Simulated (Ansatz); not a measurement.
# CH₄GaNSi: an energy map over angle C2–Si3–Ga4 and dihedral C2–Si3–Ga4–H7

How does the energy of CH4GaNSi, SMILES N#C[SiH2][GaH2] change over two coordinates at once? A grid of runs gives the map.

Method: RKS PBE0-D4/def2-TZVP; program: Ansatz 0.2.0.

## (1) The system as given

SMILES `N#C[SiH2][GaH2]`, 8 atoms, charge 0, spin multiplicity 1.

Atoms are counted from 1 here; the program's logs count them from 0.

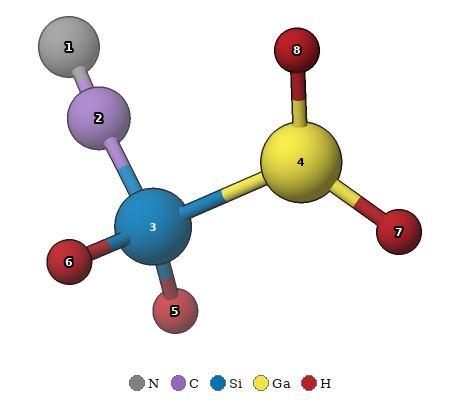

As it starts; nitrogen grey, carbon purple, silicon blue, gallium yellow, hydrogen red; atoms are numbered from 1 in the order of the file.

Geometry (Å):

| atom | x (Å) | y (Å) | z (Å) |
| --- | --- | --- | --- |
| N1 | 2.08874 | -0.97058 | 1.88470 |
| C2 | 1.43902 | -0.24879 | 1.22370 |
| Si3 | 0.35309 | 0.80420 | 0.13222 |
| Ga4 | -1.26922 | -0.66386 | -0.93464 |
| H5 | 1.27326 | 1.53185 | -0.80856 |
| H6 | -0.30632 | 1.81430 | 1.03495 |
| H7 | -1.70704 | -0.40720 | -2.43064 |
| H8 | -1.87151 | -1.85993 | -0.10174 |

This geometry comes from a loose relaxation at PBE in a small basis, which is not shown.

## (3) Setting up the map

First coordinate, angle C2–Si3–Ga4: 7 values from 65.6 to 155.6 °. Second coordinate, dihedral C2–Si3–Ga4–H7: 8 values from −180 to 135 °, periodic.

Nothing else is relaxed (all other coordinates rigid). Energies count from the relaxed molecule at the same level. Points are written as (first, second).

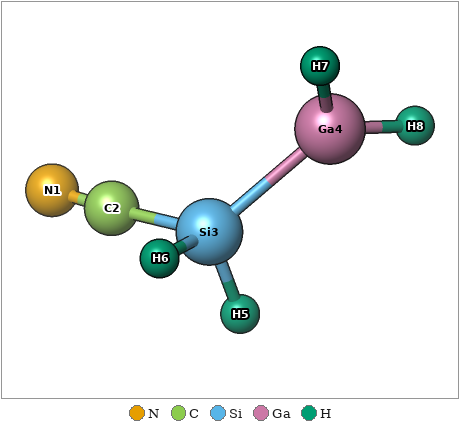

The geometry at (125.6°, 90°).

(The set-up runs are not shown.)

## (4) The run at (110.6°, −180°)

Input file input.yaml:

```yaml
crystal:
  periodic: [false, false, false]
  atoms:
    - { symbol: "N", position_ang: [1.929694, -0.82427, 2.137499] }
    - { symbol: C, position_ang: [1.361024, -0.194493, 1.357313] }
    - { symbol: Si, position_ang: [0.399233, 0.745969, 0.086111] }
    - { symbol: Ga, position_ang: [-1.274338, -0.6736, -0.938586] }
    - { symbol: H, position_ang: [1.399392, 1.250187, -0.890541] }
    - { symbol: H, position_ang: [-0.193453, 1.906661, 0.800227] }
    - { symbol: H, position_ang: [-2.188931, -0.041875, -2.045392] }
    - { symbol: H, position_ang: [-1.432588, -2.168376, -0.506495] }
basis:
  gaussian: { orbitals: def2-TZVP }
hamiltonian:
  xc: pbe0
  dispersion: d4
output:
  forces: true
```

Run with:

```console
$ ansatz run input.yaml --threads 1 --pin off --max-ram 2560MiB --backend cpu --events-out ev --progress --plain --runs-dir out
```

The session goes on with these runs: the other points that were computed.

What does the calculation give? Wanted: lowest point; highest computed point; largest force on an atom.

As calculated:

| quantity | value |
| --- | --- |
| lowest point | (110.6°, −180°), 0 kJ/mol |
| highest computed point | (65.6°, 0°), 169 kJ/mol above the lowest |
| largest force on an atom (eV/Å) | 0.00 at (110.6°, −180°) to 3.45 at (65.6°, 0°); 0.00 at the lowest point |
| time for the whole task | 13 min on 1 thread, shared host |

**Reading.** The lowest computed point is at (110.6°, −180°), 0 kJ/mol from the relaxed molecule at the same level. The highest computed point, (65.6°, 0°), lies 169 kJ/mol above the lowest. On the interpolated surface the easiest way out of the lowest well to its copy in the next cell or period passes a barrier of about 1.4 kJ/mol. Round the minimum the two coordinates are nearly uncoupled.
